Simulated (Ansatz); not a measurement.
Input

```
crystal:
  periodic: [false, false, false]
  atoms:
    - {symbol: Si, position_ang: [-0.694461, 0.283221, 0.346624]}
    - {symbol: O, position_ang: [1.072426, 0.069480, -0.401118]}
    - {symbol: O, position_ang: [-1.417169, 0.682133, -0.933832]}
    - {symbol: H, position_ang: [0.812597, 0.230034, -1.327975]}
    - {symbol: H, position_ang: [-0.375999, 1.172008, 1.478795]}
    - {symbol: Cl, position_ang: [-0.824259, -1.609415, 1.163913]}
    - {symbol: H, position_ang: [1.427065, -0.827660, -0.326507]}
basis:
  gaussian: {orbitals: def2-TZVPP}
hamiltonian: {xc: pbe0, dispersion: d4}
output: {orbitals: {seedname: orbitals}}
```

Run with:

```sh
ansatz run in.yaml --threads 2 --pin off --events-out ev --progress --plain --max-ram 4352MiB
```

The product side of a reaction path; geometry: PBE0-D4/def2-TZVP.

Level of theory: RKS PBE0-D4/def2-TZVPP in Ansatz.

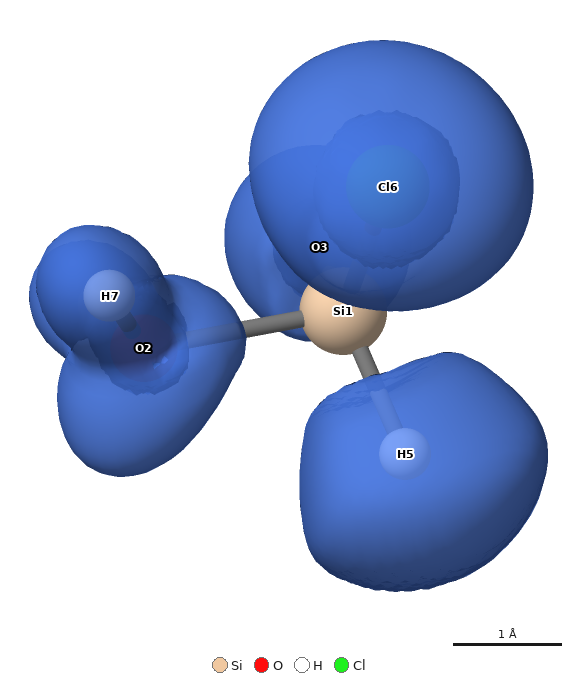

ClH$_{3}$O$_{2}$Si. Isosurface of the electron localisation function at 0.75 (blue), seen from one side. Core shells and regions of very low density are left out.

Describe the localisation domains.

Answer. At this value the surface marks out one region around a hydrogen nucleus, one region on Cl in which the atom's valence shell and bonds are merged, one region wrapped around O (its lone pairs, merged into a ring or cap) and one joined region spread over several atoms (H, O), in which their bonds and any lone pairs are merged.

Values along the shortest contacts:
Si–O (1.52 Å): the ELF peaks at about 0.80 between the atoms (a polar covalent bond). Si–Cl (2.07 Å): the ELF peaks at about 0.90 between the atoms, as expected for a shared but strongly polarised pair.
